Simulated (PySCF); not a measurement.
C₃H₄Cl₂OSi

The calculation's input:

```
{"job": {"kind": "nmr", "xc": "PBE0", "basis": "pcSseg-1"}, "charge": 0, "multiplicity": 1}
O      2.594352     1.095700    -0.764382
C      2.205661     0.157342    -0.146757
Cl     3.394858    -0.967366     0.566724
C      0.852792    -0.266583     0.151588
C     -0.257297     0.377804    -0.244587
Si    -2.040491    -0.170218     0.147959
Cl    -0.175280     1.807552    -1.172455
H      0.745415    -1.166268     0.736347
H     -1.959157    -1.400434     0.933406
H     -2.702074    -0.384205    -1.135512
H     -2.653354     0.919346     0.901707
```

Command:

```sh
OMP_NUM_THREADS=1 python probes_run.py task.json out
```

Geometry: GFN2-xTB.

Method: PBE0/pcSseg-1, SCF density, gas phase, non-relativistic (PySCF).

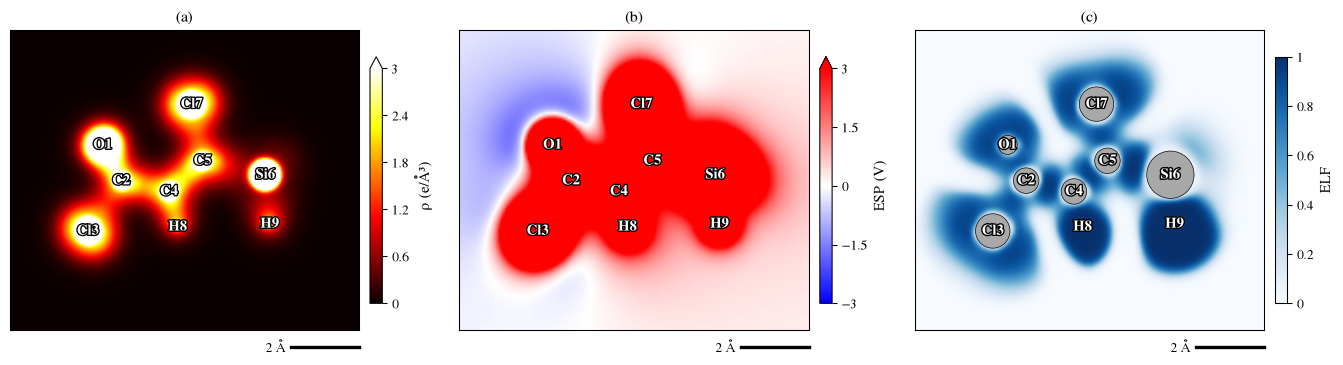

Figure 1. (a) total electron density; (b) molecular electrostatic potential; (c) ELF on the plane of atoms C2, C4 and H8. Grey discs cover the atomic cores in the ELF map.

### What do the fields say about this system?

- Atoms in the plane: O, C, Cl, Si and H.
- C–O (1.19 Å): ρ at the midpoint is about 3.4 e/Å³; the ELF peaks at about 0.85 between the atoms: a short, multiple covalent bond.
- C–C (1.34 Å): ρ at the midpoint is about 2.2 e/Å³; the ELF peaks at about 0.95 between the atoms; a short, multiple covalent bond.
- C–Cl (1.71 Å): ρ at the midpoint is about 1.5 e/Å³; the ELF peaks at about 0.90 between the atoms, as expected for localised, covalent bonding.
- C–Si (1.91 Å): ρ is about 0.91 e/Å³ halfway; the ELF peaks at about 1 between the atoms: localised, covalent bonding.
- C–H (1.08 Å): ρ is about 2.1 e/Å³ halfway; the ELF climbs to about 1 towards the hydrogen, as it does in any bond to H: a covalent bond by its length.
- The ELF also peaks beside Cl3, O1 and Cl7, away from the bonds: lone-pair regions.
- Outside the dense part of the molecule the potential is most negative (−1.6 V) near O1.

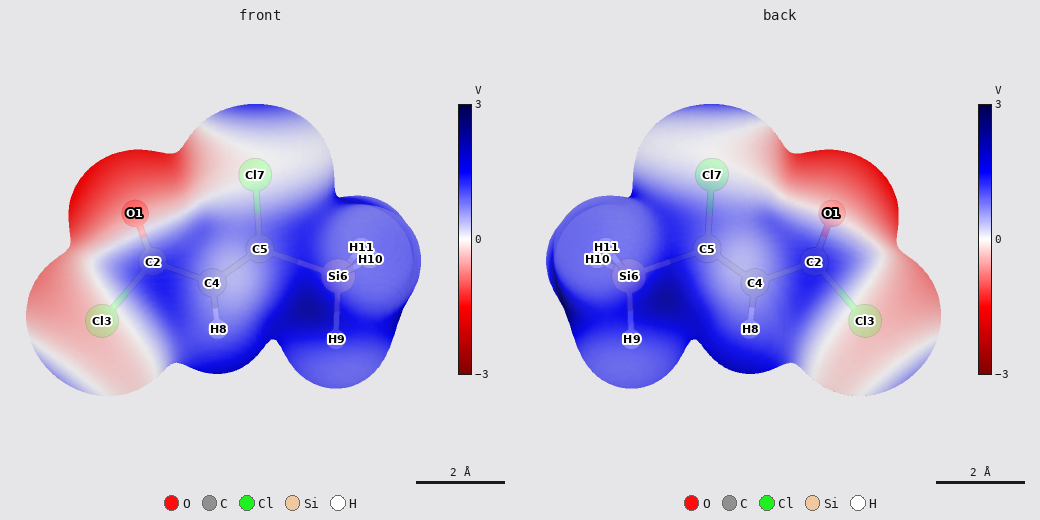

Figure 2. The electrostatic potential painted on the density surface at 0.004 e/bohr³, seen from the front and from behind; the colour scale runs from red (negative) to blue (positive).

### Describe the electrostatic potential map.

The most negative region (about −1.5 V) lies over O1, the most positive (about +2.7 V) over Si6. Cl3 shows a σ-hole: about +0.6 V at the tip opposite its bond, against about −0.3 V on its flanks. Cl7 shows a σ-hole: about +1.2 V at the tip opposite its bond, against about −0.2 V on its flanks. O1 is the likeliest acceptor of a hydrogen bond.
